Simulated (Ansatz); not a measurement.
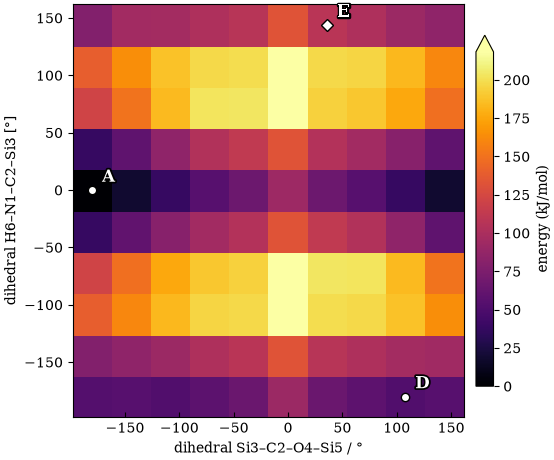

CH₇NOSi₂, SMILES N=C([SiH3])O[SiH3]. First axis: dihedral Si3–C2–O4–Si5. Second axis: dihedral H6–N1–C2–Si3. Nothing is relaxed (all other coordinates rigid). The grid has 10 × 10 points. Points are written as (first, second). Energies: kJ/mol, counted from the lowest grid point. Energies and slopes of some neighbouring points disagree (a jump in structure or state, or too coarse a mesh). The dihedral twists a double bond; near 90° a spin-restricted reference is unreliable. Theory: Ansatz, RKS PBE0-D4/def2-SVP.

In the figure: one coloured cell a grid point, one colour for all values above the top of the scale, lettered points.

Q: Rank the lettered points by energy, lowest first.

A: A (0 kJ/mol), D (52 kJ/mol), E (108 kJ/mol).
